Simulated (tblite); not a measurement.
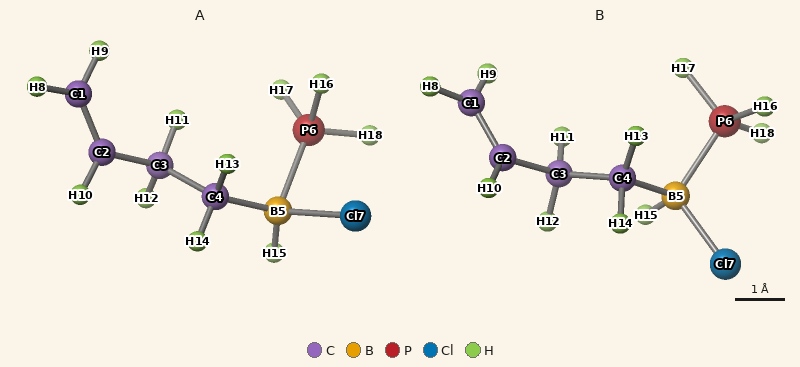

Two geometries of C$_{4}$H$_{11}$BClP, drawn at one scale. One is the start of a relaxation, the other its converged end. A ball-and-stick model, seen at a tilt.

Theory: GFN2-xTB geometry optimisation, gas phase (tblite 0.8.0). 

Q: Which of the two is the end point?

A: Structure A is the relaxed one. After 146 geometry steps the energy has fallen by 1.064 eV. Cl7 moves most after the best rigid fit: 1.28 Å. Largest moves by element: Cl 1.28 Å, H 1.10 Å, P 0.44 Å, C 0.42 Å, B 0.35 Å. Near-neighbour distances that change, for instance: P6–Cl7 3.113 → 2.680 Å, B5–P6 1.885 → 1.952 Å, C3–C4 1.476 → 1.537 Å, P6–H18 1.424 → 1.376 Å. Bond angles that change, for instance: P6–B5–Cl7 113.2° → 89.0°, B5–P6–H17 109.9° → 131.2°, C4–B5–H15 105.5° → 118.1°. Cost: 1.8 s on 1 thread of Arm Neoverse N1, with other jobs on the host.
